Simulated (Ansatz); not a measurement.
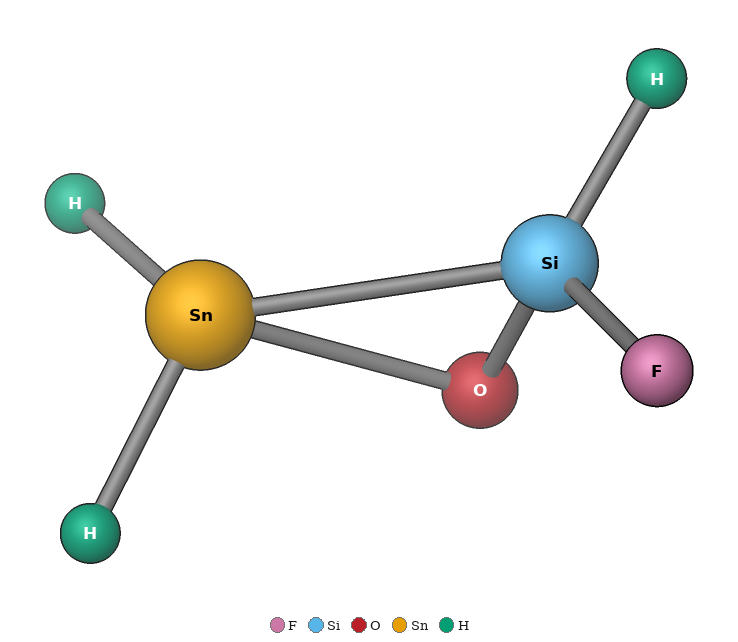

Atoms fade into the background with distance from the viewer. The computed structure is the end point of a PBE0-D4/def2-TZVP optimisation.

### Which symmetry elements does this geometry have?

It has no symmetry element but the identity, so the point group is C1. The group has 1 operation. The geometry is chiral, and symmetry allows a dipole moment.
